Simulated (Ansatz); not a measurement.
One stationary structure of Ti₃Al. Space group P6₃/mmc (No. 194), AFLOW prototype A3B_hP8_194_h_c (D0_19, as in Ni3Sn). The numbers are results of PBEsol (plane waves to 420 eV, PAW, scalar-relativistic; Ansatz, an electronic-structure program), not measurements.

```cif
data_Al2Ti6
_chemical_formula_sum 'Ti6 Al2'
_space_group_name_H-M_alt 'P 1'
_space_group_IT_number 1
_cell_length_a 5.68726
_cell_length_b 5.68726
_cell_length_c 4.60790
_cell_angle_alpha 90.000
_cell_angle_beta 90.000
_cell_angle_gamma 120.000
loop_
_space_group_symop_operation_xyz
  'x, y, z'
loop_
_atom_site_label
_atom_site_type_symbol
_atom_site_fract_x
_atom_site_fract_y
_atom_site_fract_z
_atom_site_occupancy
Ti1 Ti 0.83032 0.66065 0.25000 1
Ti2 Ti 0.16968 0.83032 0.75000 1
Ti3 Ti 0.33935 0.16968 0.25000 1
Ti4 Ti 0.16968 0.33935 0.75000 1
Ti5 Ti 0.83032 0.16968 0.25000 1
Ti6 Ti 0.66065 0.83032 0.75000 1
Al1 Al 0.33333 0.66667 0.25000 1
Al2 Al 0.66667 0.33333 0.75000 1
```

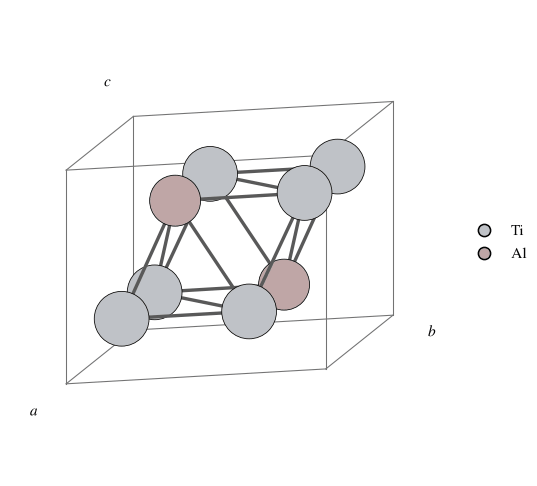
Fig. 1. The conventional cell of the relaxed structure

```json
{
  "volume_per_atom": "16.13 Å³",
  "band_gap": "zero (metallic)",
  "shortest_distances": "Ti–Ti 2.79 Å; Al–Ti 2.81 Å",
  "k-mesh": "10×10×10"
}
```

No spin polarisation in the result.

The run could not lose the symmetry of its start; a randomly shaken copy of 8 atoms returns to this structure.
